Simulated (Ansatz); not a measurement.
Nudged elastic band, with input and output: CH10Si2 (part 1 of 2)

CH10Si2, computed with RKS PBE/def2-SVP (Ansatz 0.2.0).

It belongs to a series of runs on one base structure; here: band between the two ends.

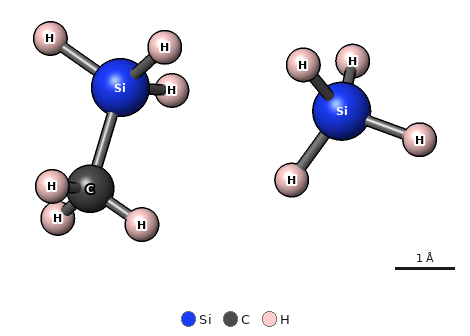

*The input geometry (ball-and-stick view, seen at a tilt).*

Bond lengths as drawn: C–H 1.11 Å, C–Si 1.89 Å and H–Si 1.50 to 1.51 Å.

Summary

```csv
quantity,value
outcome,converged
"barrier, forward",3.178 eV
"barrier, backward",3.366 eV
hardware,"2 threads of Arm Neoverse V2, 24 GiB of memory available, shared host"
wall time,3.2 min (CPU time 6.1 min)
peak memory,0.12 GiB
```

Notes

The order of the saddle point was not checked.

The input
```yaml
crystal:
  periodic: [false, false, false]
  atoms:
    - { symbol: Si, position_ang: [-0.681493, 0.524842, 1.50377] }
    - { symbol: C, position_ang: [0.362846, -1.008822, 1.874994] }
    - { symbol: H, position_ang: [-2.036754, 0.138289, 0.971784] }
    - { symbol: H, position_ang: [-0.883497, 1.351433, 2.747492] }
    - { symbol: H, position_ang: [-0.007107, 1.396198, 0.474935] }
    - { symbol: H, position_ang: [0.471443, -0.85168, -1.754673] }
    - { symbol: Si, position_ang: [0.300661, 0.319859, -2.683946] }
    - { symbol: H, position_ang: [0.516223, -1.611345, 0.956298] }
    - { symbol: H, position_ang: [1.358471, -0.721592, 2.268848] }
    - { symbol: H, position_ang: [-0.134403, -1.650927, 2.630336] }
    - { symbol: H, position_ang: [0.524536, -0.138723, -4.099254] }
    - { symbol: H, position_ang: [1.301553, 1.386256, -2.339198] }
    - { symbol: H, position_ang: [-1.092478, 0.866212, -2.551487] }
basis:
  gaussian: { orbitals: def2-SVP }
hamiltonian:
  xc: pbe
neb:
  order_check: false
  images: 7
  f_tol: 0.03
  max_iterations: 60
  final_atoms:
    - { symbol: Si, position_ang: [-1.04658828, 1.50800917, 0.29219647] }
    - { symbol: C, position_ang: [1.05369009, -2.09545432, 1.28489314] }
    - { symbol: H, position_ang: [-2.03482221, 0.44687714, 0.70004126] }
    - { symbol: H, position_ang: [-1.72839908, 2.84997966, 0.35563665] }
    - { symbol: H, position_ang: [0.09887114, 1.503756, 1.26981807] }
    - { symbol: H, position_ang: [0.95033806, -1.63252212, 0.28496365] }
    - { symbol: Si, position_ang: [-0.26893106, 1.1080603, -1.89399986] }
    - { symbol: H, position_ang: [0.72661371, -3.15106073, 1.235466] }
    - { symbol: H, position_ang: [2.11175906, -2.05210872, 1.60454349] }
    - { symbol: H, position_ang: [0.42699725, -1.54678476, 2.0128101] }
    - { symbol: H, position_ang: [0.33569918, -0.26852637, -1.99902128] }
    - { symbol: H, position_ang: [0.78136055, 2.12199635, -2.26967097] }
    - { symbol: H, position_ang: [-1.40658743, 1.2077784, -2.87777773] }
  initial_path:
    images:
      - { positions_ang: [[-0.681493, 0.524842, 1.50377], [0.362846, -1.008822, 1.874994], [-2.036754, 0.138289, 0.971784], [-0.883497, 1.351433, 2.747492], [-0.007107, 1.396198, 0.474935], [0.471443, -0.85168, -1.754673], [0.300661, 0.319859, -2.683946], [0.516223, -1.611345, 0.956298], [1.358471, -0.721592, 2.268848], [-0.134403, -1.650927, 2.630336], [0.524536, -0.138723, -4.099254], [1.301553, 1.386256, -2.339198], [-1.092478, 0.866212, -2.551487]] }
      - { positions_ang: [[-0.67542006, 0.56985372, 1.30807308], [0.3989223, -1.02781363, 1.68742241], [-1.99696523, 0.10760048, 0.79714357], [-0.97308276, 1.30444006, 2.56822176], [0.10932355, 1.46387644, 0.53990028], [0.44018443, -0.76067229, -1.34978637], [0.24575502, 0.34382267, -2.45190054], [0.42800703, -1.72077877, 0.90751815], [1.41657272, -0.79722969, 1.97317324], [-0.03854162, -1.50413389, 2.51809936], [0.50921487, -0.26876487, -3.74641733], [1.24643332, 1.40583758, -2.25439783], [-1.11040256, 0.88396219, -2.49715079]] }
      - { positions_ang: [[-0.66934712, 0.61486544, 1.11237617], [0.4349986, -1.04680525, 1.49985082], [-1.95717646, 0.07691196, 0.62250314], [-1.06266851, 1.25744712, 2.38895151], [0.22575411, 1.53155488, 0.60486555], [0.40892586, -0.66966459, -0.94489973], [0.19084903, 0.36778633, -2.21985507], [0.33979105, -1.83021253, 0.8587383], [1.47467444, -0.87286739, 1.67749849], [0.05731976, -1.35734077, 2.40586272], [0.49389373, -0.39880675, -3.39358067], [1.19131363, 1.42541917, -2.16959765], [-1.12832712, 0.90171238, -2.44281458]] }
      - { positions_ang: [[-0.66327418, 0.65987717, 0.91667925], [0.4710749, -1.06579688, 1.31227923], [-1.91738769, 0.04622344, 0.44786271], [-1.15225427, 1.21045418, 2.20968127], [0.34218466, 1.59923332, 0.66983083], [0.3776673, -0.57865688, -0.5400131], [0.13594305, 0.39175, -1.98780961], [0.25157508, -1.9396463, 0.80995845], [1.53277615, -0.94850508, 1.38182373], [0.15318114, -1.21054766, 2.29362608], [0.4785726, -0.52884862, -3.040744], [1.13619395, 1.44500075, -2.08479748], [-1.14625168, 0.91946257, -2.38847837]] }
      - { positions_ang: [[-0.65720125, 0.70488889, 0.72098233], [0.5071512, -1.08478851, 1.12470764], [-1.87759892, 0.01553493, 0.27322228], [-1.24184003, 1.16346124, 2.03041103], [0.45861522, 1.66691176, 0.7347961], [0.34640873, -0.48764918, -0.13512646], [0.08103707, 0.41571367, -1.75576414], [0.16335911, -2.04908007, 0.7611786], [1.59087787, -1.02414278, 1.08614898], [0.24904251, -1.06375454, 2.18138944], [0.46325146, -0.6588905, -2.68790733], [1.08107426, 1.46458233, -1.99999731], [-1.16417625, 0.93721275, -2.33414216]] }
      - { positions_ang: [[-0.754548, 0.90566896, 0.61378587], [0.64378592, -1.33745496, 1.16475402], [-1.91690474, 0.12337048, 0.37992703], [-1.36347979, 1.58509085, 1.61171743], [0.3686792, 1.62612282, 0.86855159], [0.49739106, -0.77386741, -0.03010393], [-0.00645496, 0.58880033, -1.79032307], [0.30417276, -2.32457523, 0.87975045], [1.72109817, -1.28113426, 1.21574761], [0.2935312, -1.1845121, 2.1392446], [0.43136339, -0.56129947, -2.51568582], [1.00614584, 1.62893584, -2.06741572], [-1.22477904, 1.00485417, -2.47005105]] }
      - { positions_ang: [[-0.85189476, 1.10644903, 0.5065894], [0.78042065, -1.59012141, 1.20480039], [-1.95621057, 0.23120603, 0.48663177], [-1.48511956, 2.00672045, 1.19302384], [0.27874318, 1.58533388, 1.00230709], [0.6483734, -1.06008565, 0.0749186], [-0.093947, 0.76188699, -1.824882], [0.44498641, -2.6000704, 0.9983223], [1.85131847, -1.53812575, 1.34534623], [0.33801988, -1.30526965, 2.09709977], [0.39947532, -0.46370843, -2.34346431], [0.93121741, 1.79328934, -2.13483414], [-1.28538184, 1.07249558, -2.60595994]] }
      - { positions_ang: [[-0.94924152, 1.3072291, 0.39939293], [0.91705537, -1.84278787, 1.24484676], [-1.99551639, 0.33904158, 0.59333652], [-1.60675932, 2.42835006, 0.77433024], [0.18880716, 1.54454494, 1.13606258], [0.79935573, -1.34630389, 0.17994113], [-0.18143903, 0.93497364, -1.85944093], [0.58580006, -2.87556556, 1.11689415], [1.98153876, -1.79511723, 1.47494486], [0.38250857, -1.42602721, 2.05495493], [0.36758725, -0.3661174, -2.1712428], [0.85628898, 1.95764285, -2.20225256], [-1.34598463, 1.14013699, -2.74186884]] }
      - { positions_ang: [[-1.04658828, 1.50800917, 0.29219647], [1.05369009, -2.09545432, 1.28489314], [-2.03482221, 0.44687714, 0.70004126], [-1.72839908, 2.84997966, 0.35563665], [0.09887114, 1.503756, 1.26981807], [0.95033806, -1.63252212, 0.28496365], [-0.26893106, 1.1080603, -1.89399986], [0.72661371, -3.15106073, 1.235466], [2.11175906, -2.05210872, 1.60454349], [0.42699725, -1.54678476, 2.0128101], [0.33569918, -0.26852637, -1.99902128], [0.78136055, 2.12199635, -2.26967097], [-1.40658743, 1.2077784, -2.87777773]] }
```

Launched with:
```bash
ansatz run input.yaml --threads 2 --pin off --max-ram 3072MiB --backend cpu --events-out ev --progress --plain --runs-dir out
```

The program's output
```
Engine: ansatz 0.2.0, aarch64-unknown-linux-gnu
Functional definition: PBE
  parameter kappa = 0.804
  parameter beta = 0.06672455060314922
  exchange = pbe_x(kappa = kappa, mu = beta*pi^2/3)
  correlation = pbe_c(beta = beta)
1130 factors; their error is unknown
mean field evaluation 1: about -16931.8277 eV, gradient 5.0e1 eV
mean field evaluation 2: about -16923.8599 eV, gradient 6.9e1 eV
mean field evaluation 4: about -16938.5010 eV, gradient 1.3e0 eV
mean field evaluation 8: about -16938.4291 eV, gradient 1.8e-1 eV
mean field evaluation 16: about -16938.4292 eV, gradient 8.9e-6 eV
mean field -16938.42920652 eV, -622.4757920599 hartree, gradient 8.9e-6 eV, S^2 0.000000; 0 other end points of the search recorded, 0 dependent functions left out
the calculation of the forces begins
reference -16938.42924968 eV, -622.4757936459 hartree; 22, 22 occupied and 78, 78 virtual orbitals, 1130 factors
1130 factors; their error is unknown
mean field -16938.61687770 eV, -622.4826888486 hartree, gradient 7.9e-5 eV, S^2 0.000000; 0 other end points of the search recorded, 0 dependent functions left out
[... from here on the field's lines of each further geometry are left out, up to the last ...]
NEB iter   1: max|band force component| = 5.089e0 eV/Å  barrier→ = 4.6923 eV  barrier← = 4.8799 eV  Δτ_max = 0.2000 Å  (220 SCF iters)
NEB iter   2: max|band force component| = 2.389e0 eV/Å  barrier→ = 3.1915 eV  barrier← = 3.3792 eV  Δτ_max = 0.2000 Å  (185 SCF iters)
NEB iter   3: max|band force component| = 1.178e0 eV/Å  barrier→ = 3.1593 eV  barrier← = 3.3469 eV  Δτ_max = 0.2000 Å  (182 SCF iters)
NEB iter   4: max|band force component| = 1.086e0 eV/Å  barrier→ = 3.2052 eV  barrier← = 3.3929 eV  Δτ_max = 0.1194 Å  (182 SCF iters)
NEB iter   5: max|band force component| = 5.984e-1 eV/Å  barrier→ = 3.1668 eV  barrier← = 3.3545 eV  CI = image 4  Δτ_max = 0.1963 Å  (185 SCF iters)
NEB iter   6: max|band force component| = 4.410e-1 eV/Å  barrier→ = 3.3573 eV  barrier← = 3.5450 eV  CI = image 4  Δτ_max = 0.1431 Å  (187 SCF iters)
NEB iter   7: max|band force component| = 2.949e-1 eV/Å  barrier→ = 3.2706 eV  barrier← = 3.4583 eV  CI = image 4  Δτ_max = 0.1163 Å  (181 SCF iters)
NEB iter   8: max|band force component| = 1.065e-1 eV/Å  barrier→ = 3.2415 eV  barrier← = 3.4292 eV  CI = image 4  Δτ_max = 0.1722 Å  (184 SCF iters)
NEB iter   9: max|band force component| = 1.319e-1 eV/Å  barrier→ = 3.2199 eV  barrier← = 3.4076 eV  CI = image 4  Δτ_max = 0.0863 Å  (178 SCF iters)
NEB iter  10: max|band force component| = 1.247e-1 eV/Å  barrier→ = 3.2088 eV  barrier← = 3.3964 eV  CI = image 4  Δτ_max = 0.0863 Å  (183 SCF iters)
NEB iter  11: max|band force component| = 1.348e-1 eV/Å  barrier→ = 3.1986 eV  barrier← = 3.3863 eV  CI = image 4  Δτ_max = 0.0431 Å  (182 SCF iters)
NEB iter  12: max|band force component| = 1.192e-1 eV/Å  barrier→ = 3.1941 eV  barrier← = 3.3818 eV  CI = image 4  Δτ_max = 0.0432 Å  (185 SCF iters)
NEB iter  13: max|band force component| = 1.119e-1 eV/Å  barrier→ = 3.1900 eV  barrier← = 3.3777 eV  CI = image 4  Δτ_max = 0.0861 Å  (186 SCF iters)
NEB iter  14: max|band force component| = 8.284e-2 eV/Å  barrier→ = 3.1835 eV  barrier← = 3.3712 eV  CI = image 4  Δτ_max = 0.1639 Å  (180 SCF iters)
NEB iter  15: max|band force component| = 1.006e-1 eV/Å  barrier→ = 3.1795 eV  barrier← = 3.3672 eV  CI = image 4  Δτ_max = 0.0686 Å  (181 SCF iters)
NEB iter  16: max|band force component| = 6.803e-2 eV/Å  barrier→ = 3.1789 eV  barrier← = 3.3665 eV  CI = image 4  Δτ_max = 0.0476 Å  (189 SCF iters)
NEB iter  17: max|band force component| = 4.727e-2 eV/Å  barrier→ = 3.1785 eV  barrier← = 3.3662 eV  CI = image 4  Δτ_max = 0.0421 Å  (189 SCF iters)
the calculation of the forces begins
reference -16938.59607836 eV, -622.4819244869 hartree; 22, 22 occupied and 78, 78 virtual orbitals, 1130 factors
1130 factors; their error is unknown
mean field evaluation 1088: about -16918.2728 eV, gradient 7.3e1 eV
mean field -16935.25102572 eV, -622.3589960698 hartree, gradient 1.1e-5 eV, S^2 0.000000; 1 other end points of the search recorded, 0 dependent functions left out
the calculation of the forces begins
reference -16935.25106569 eV, -622.3589975386 hartree; 22, 22 occupied and 78, 78 virtual orbitals, 1130 factors
NEB iter  18: max|band force component| = 2.951e-2 eV/Å  barrier→ = 3.1782 eV  barrier← = 3.3659 eV  CI = image 4  Δτ_max = 0.0000 Å  (368 SCF iters)
```
